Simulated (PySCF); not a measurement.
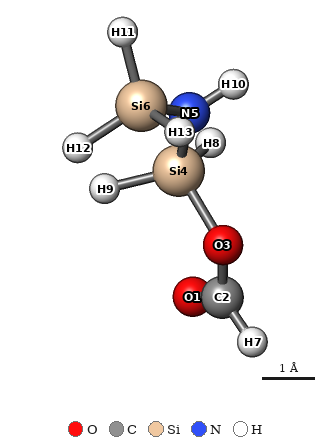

Fig. 1: The input geometry of run A (ball-and-stick view, seen at an oblique angle; atoms are numbered from 1 in the order of the input).

# CH₇NO₂Si₂: one change and its effect

System: CH₇NO₂Si₂, SMILES O=CO[SiH2]N[SiH3].
Method of run A: TDDFT HF/def2-SVPD, vertical, gas phase, core orbitals frozen in the response (PySCF 2.14.0).

The geometry comes from this level: PBE0-D3(BJ)/def2-SVP. Text and figures count atoms from 1; the logs count them from 0 in places.

Input file, run A:
```
{"job": {"kind": "uv", "xc": "HF", "basis": "def2-SVPD", "ip": true}, "charge": 0, "multiplicity": 1}
O      3.310354    -0.179159    -0.361210
C      2.770135     0.488534     0.478285
O      1.460754     0.677003     0.557212
Si     0.446825    -0.088203    -0.617416
N     -1.179228     0.342385    -0.258994
Si    -2.279100    -0.423961     0.862740
H      3.308256     1.026491     1.287737
H      0.825393     0.450773    -1.947287
H      0.609932    -1.554372    -0.470742
H     -1.488311     1.232589    -0.642354
H     -3.616174    -0.632793     0.228242
H     -1.675698    -1.738813     1.224858
H     -2.487562     0.382488     2.104998
```

The first line tells a small driver script what to run in PySCF; the rest is the geometry in Å.

Command:
```bash
OMP_NUM_THREADS=1 python <driver script> task.json out
```

Hardware: 1 CPU thread, shared host.

Output (run A):
```
final grid: 106072 points
cycle   1  E = -823.5711505956  dE =  6.520e-01  |g| = 8.225e-01  |ddm| = 4.495e+00
cycle   2  E = -823.6811032214  dE = -1.100e-01  |g| = 5.382e-01  |ddm| = 1.564e+00
cycle   3  E = -823.7334091986  dE = -5.231e-02  |g| = 7.791e-02  |ddm| = 7.112e-01
cycle   4  E = -823.7354619755  dE = -2.053e-03  |g| = 3.548e-02  |ddm| = 1.975e-01
cycle   5  E = -823.7357853336  dE = -3.234e-04  |g| = 8.737e-03  |ddm| = 6.732e-02
cycle   6  E = -823.7358318756  dE = -4.654e-05  |g| = 4.268e-03  |ddm| = 2.473e-02
cycle   7  E = -823.7358453886  dE = -1.351e-05  |g| = 1.462e-03  |ddm| = 1.321e-02
cycle   8  E = -823.7358469938  dE = -1.605e-06  |g| = 3.941e-04  |ddm| = 4.700e-03
cycle   9  E = -823.7358470876  dE = -9.380e-08  |g| = 1.181e-04  |ddm| = 1.161e-03
cycle  10  E = -823.7358470933  dE = -5.710e-09  |g| = 3.721e-05  |ddm| = 2.840e-04
cycle  11  E = -823.7358470940  dE = -6.241e-10  |g| = 9.866e-06  |ddm| = 1.146e-04
converged SCF energy = -823.7358470940

Static polarisability (au): isotropic 71.052, principal 62.250 67.136 83.772

Singlet excitations
state   eV       nm        f      main configurations
  1   6.5191    190.2   0.00151   H-2->L+6 0.32, H-2->L+4 0.12, H-2->L+8 0.11
  2   7.8776    157.4   0.00564   H->L 0.52, H->L+2 0.23
  3   9.0589    136.9   0.01903   H->L+1 0.17, H->L+4 0.16, H->L 0.15
  4   9.2599    133.9   0.15870   H-1->L+6 0.15, H-4->L+6 0.09
  5   9.3053    133.2   0.00134   H->L+5 0.42, H->L+1 0.13, H->L+3 0.08
  6   9.4394    131.3   0.06012   H->L+3 0.31, H->L+4 0.20, H->L+1 0.18
  7   9.6160    128.9   0.06105   H->L+7 0.18, H->L+5 0.12, H->L+3 0.10
  8   9.7095    127.7   0.02503   H-1->L 0.16, H-3->L+2 0.08, H-3->L 0.08
  9   9.7691    126.9   0.00933   H-7->L+6 0.11, H-6->L+6 0.08
 10   9.9167    125.0   0.05656   H-1->L+3 0.12

Triplet excitations (Tamm-Dancoff, eV): 5.9950 6.1173 7.3282 8.3910
Vertical ionisation energy (delta-SCF) = 9.1298 eV
```

The input of run B differs as follows (lines with − go, lines with + come):
```diff
-"xc": "HF"
+"xc": "LDA"
```

What does this change do to the results?

The total energies belong to different methods, so their difference says nothing on which is more stable or more accurate. The HOMO goes from −11.39 to −6.69 eV. The LUMO goes from 2.18 to −1.71 eV. The dipole moment goes from 2.65 to 2.54 D. The lowest excitation goes from 6.52 to 5.06 eV. The strongest computed line goes from 9.26 to 6.67 eV. The method changes from HF to LDA. Exact exchange removes part of the self-interaction error of semilocal functionals, which pushes filled and empty levels apart. The SCF takes 15 iterations against 11.

Output (run B):
```
coarse grid: 11912 points
cycle   1  E = -821.7021780794  dE =  6.327e-01  |g| = 1.025e+00  |ddm| = 4.894e+00
cycle   2  E = -820.6754853764  dE =  1.027e+00  |g| = 2.419e+00  |ddm| = 3.928e+00
cycle   3  E = -821.8636230070  dE = -1.188e+00  |g| = 4.770e-01  |ddm| = 3.128e+00
cycle   4  E = -821.9026167589  dE = -3.899e-02  |g| = 1.854e-01  |ddm| = 4.849e-01
cycle   5  E = -821.9090669177  dE = -6.450e-03  |g| = 2.902e-02  |ddm| = 1.998e-01
cycle   6  E = -821.9092786690  dE = -2.118e-04  |g| = 1.039e-02  |ddm| = 5.365e-02
cycle   7  E = -821.9093025374  dE = -2.387e-05  |g| = 3.867e-03  |ddm| = 1.412e-02
cycle   8  E = -821.9093058746  dE = -3.337e-06  |g| = 1.277e-03  |ddm| = 5.260e-03
final grid: 106072 points
cycle   9  E = -822.0328391808  dE = -2.179e-05  |g| = 2.373e-03  |ddm| = 6.083e-02
cycle  10  E = -822.0328362963  dE =  2.884e-06  |g| = 4.532e-03  |ddm| = 7.868e-03
cycle  11  E = -822.0328402370  dE = -3.941e-06  |g| = 1.035e-03  |ddm| = 4.489e-03
cycle  12  E = -822.0328403748  dE = -1.378e-07  |g| = 6.567e-04  |ddm| = 1.422e-03
cycle  13  E = -822.0328404563  dE = -8.154e-08  |g| = 1.399e-04  |ddm| = 6.267e-04
cycle  14  E = -822.0328404605  dE = -4.181e-09  |g| = 2.529e-05  |ddm| = 1.512e-04
cycle  15  E = -822.0328404606  dE = -1.596e-10  |g| = 7.406e-06  |ddm| = 4.359e-05
converged SCF energy = -822.0328404606

Static polarisability (au): isotropic 84.748, principal 70.691 78.534 105.019

Singlet excitations
state   eV       nm        f      main configurations
  1   5.0595    245.1   0.00091   H->L 0.95
  2   5.5851    222.0   0.00047   H->L+1 0.98
  3   5.6340    220.1   0.00056   H-1->L 0.95
  4   6.0620    204.5   0.00333   H-1->L+1 0.98
  5   6.4524    192.2   0.02963   H->L+2 0.86
  6   6.6334    186.9   0.01632   H-2->L 0.38, H->L+3 0.31, H-3->L 0.21
  7   6.6658    186.0   0.04608   H->L+3 0.65, H-3->L 0.13, H-2->L 0.13
  8   6.8369    181.3   0.00188   H-2->L+1 0.85
  9   6.8532    180.9   0.02656   H-3->L 0.34, H-1->L+2 0.24, H-2->L+1 0.14
 10   6.8712    180.4   0.00200   H->L+4 0.83

Triplet excitations (Tamm-Dancoff, eV): 4.8433 5.3471 5.4329 5.9234
Vertical ionisation energy (delta-SCF) = 9.3583 eV
```

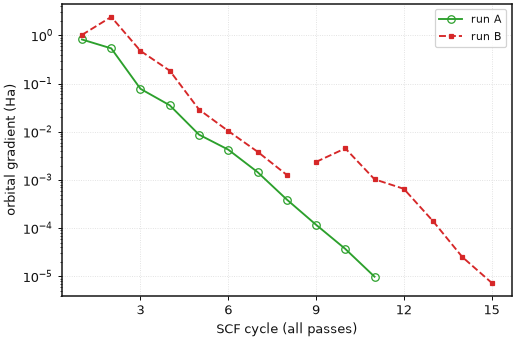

Fig. 2: Convergence of the two runs: orbital gradient against the SCF cycle. A break in a curve parts two SCF passes (coarse and final grid). Run A takes 11 cycles in all, and run B takes 15.

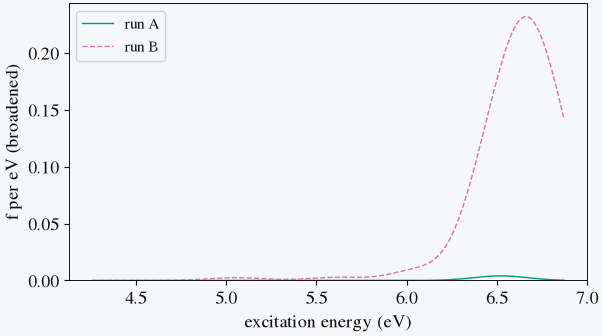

Fig. 3: Absorption of the two runs from their computed states, each broadened by a Gaussian of 0.35 eV full width; the range ends where the shorter list of states ends.

The two runs side by side:

```tsv
quantity	run A	run B
outcome	converged	converged
total energy (hartree)	−823.735847	−822.032840
HOMO (eV)	−11.39	−6.69
LUMO (eV)	2.18	−1.71
dipole moment (D)	2.65	2.54
lowest excitation (eV)	6.52	5.06
SCF iterations	11	15
strongest computed line (eV)	9.26	6.67
basis functions	190	190
wall time (shared host)	27 s	3.4 min
```

For run B: Checks after the run noted: ea_vertical: SCF of the ion did not converge.
